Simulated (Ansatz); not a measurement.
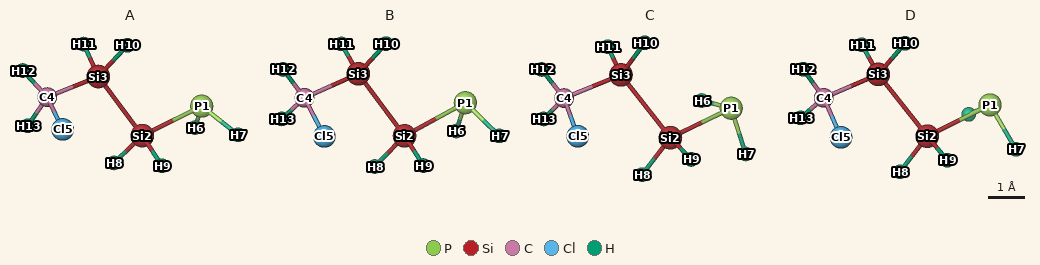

4 geometries from one relaxation of CH8ClPSi2, in shuffled order. The picture is a ball-and-stick view, seen from a free direction.

The run prepares an end point of a later path (inversion) calculation, from a guessed geometry.

Computed with RKS PBE-D4/cc-pVDZ (Ansatz). (no spin polarisation; force threshold 0.015 eV/Å; at most 40 steps)

Put them in the order of the run, from the start to the converged end.

A, B, D, C. They are steps 0, 3, 8, 16, at +68.6 kJ/mol, +7.02 kJ/mol, +3.42 kJ/mol relative to the last. Over 15 accepted moves (16 points after the start) the energy falls by 68.6 kJ/mol. The largest force component goes from 3.8 to 0.011 eV/Å. The line search rejected the trial step at point 5 of the run. The atom that moves furthest after the best rigid fit is H7 (1.04 Å). By element the largest moves are H 1.04 Å, Si 0.34 Å, Cl 0.32 Å, P 0.31 Å, C 0.17 Å. Among the contacts that change: Si3–C4 1.803 → 1.919 Å, C4–H13 1.201 → 1.108 Å, P1–H6 1.356 → 1.447 Å, P1–Si2 2.214 → 2.297 Å. Bond angles that change, for instance: Si2–P1–H6 100.3° → 92.8°, Si2–P1–H7 99.6° → 93.5°, H6–P1–H7 98.3° → 92.6°. Groups turn about P1–Si2 by about 60°. Cost: 61 s on 2 threads of Arm Neoverse V2, with other jobs on the host, peak memory 0.2 GiB.
